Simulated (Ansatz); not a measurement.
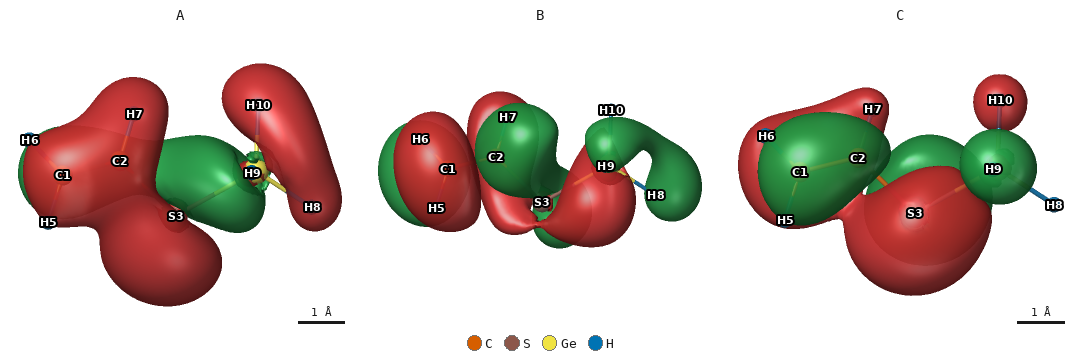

Figure 1: C₂H₆GeS (SMILES C=C[S][GeH3]). Three frontier orbitals at ±0.06 Å⁻³ᐟ² (green and red are the two phases), in no order.

Geometry: PBE0-D4/def2-TZVP.

Theory: RKS PBE0-D4/def2-TZVPP in Ansatz 0.2.0.

Input file:

```
crystal:
  periodic: [false, false, false]
  atoms:
    - {symbol: C, position_ang: [-1.133200, 1.877628, 0.436415]}
    - {symbol: C, position_ang: [-0.170272, 1.028951, 0.101087]}
    - {symbol: S, position_ang: [-0.309131, -0.093334, -1.245326]}
    - {symbol: Ge, position_ang: [0.805680, -1.817596, -0.395307]}
    - {symbol: H, position_ang: [-2.094929, 1.879573, -0.063384]}
    - {symbol: H, position_ang: [-0.970709, 2.607069, 1.221216]}
    - {symbol: H, position_ang: [0.787002, 1.045023, 0.615242]}
    - {symbol: H, position_ang: [1.021167, -2.794040, -1.557254]}
    - {symbol: H, position_ang: [0.001610, -2.480981, 0.733896]}
    - {symbol: H, position_ang: [2.146082, -1.303494, 0.156316]}
basis:
  gaussian: {orbitals: def2-TZVPP}
hamiltonian: {xc: pbe0, dispersion: d4}
output: {orbitals: {seedname: orbitals}}
```

Command:

```sh
ansatz run in.yaml --threads 4 --pin off --events-out ev --progress --plain --max-ram 10444MiB
```

> Order the three orbitals by energy and name them.

A is the HOMO−1 (−8.25 eV). By Hirshfeld shares it lies mainly on S3 (about 45 %), C2 (about 15 %), Ge4 (about 15 %) and C1 (about 15 %). C is the HOMO (−6.62 eV). Its weight (Hirshfeld) is mainly on S3 (about 55 %), C1 (about 20 %) and C2 (about 10 %). B is the LUMO (−0.33 eV). By Hirshfeld shares it lies mainly on C1 (about 30 %), C2 (about 25 %), Ge4 (about 15 %) and S3 (about 15 %).

> What is the HOMO–LUMO gap?

6.29 eV between the orbital energies.
